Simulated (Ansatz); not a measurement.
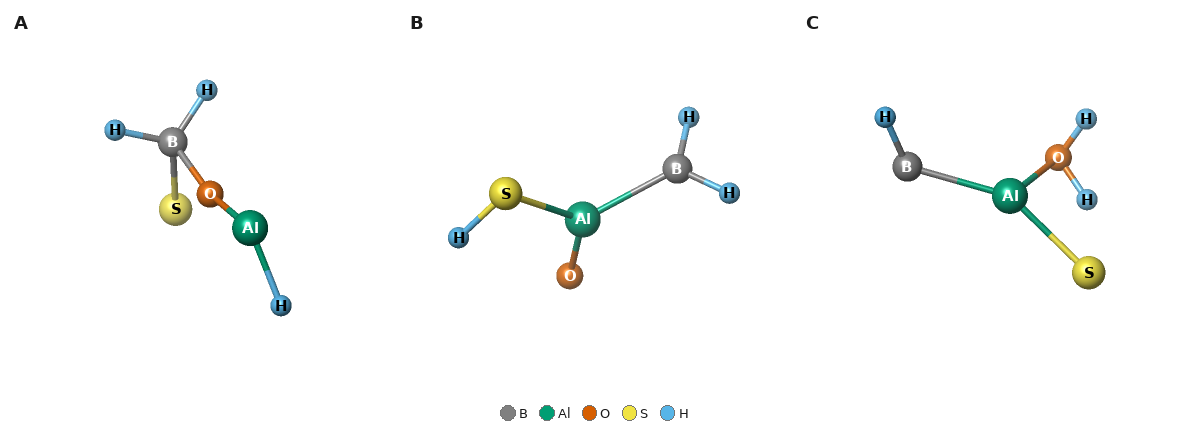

3 stationary structures of one formula. The species has charge −1 and is a spin singlet. Geometries: PBE-D4/def2-SVPD. Electronic energies: PBE-D4/def2-SVPD (Ansatz 0.2.0), without zero-point energy. No frequency run is at hand to confirm each as a minimum. Each is one conformer, not always the lowest.

**Which is lowest in energy, and by how much?**

B is lowest (Cs); A lies 64.4 kJ/mol above it (Cs), C lies 178.0 kJ/mol above it (C1).
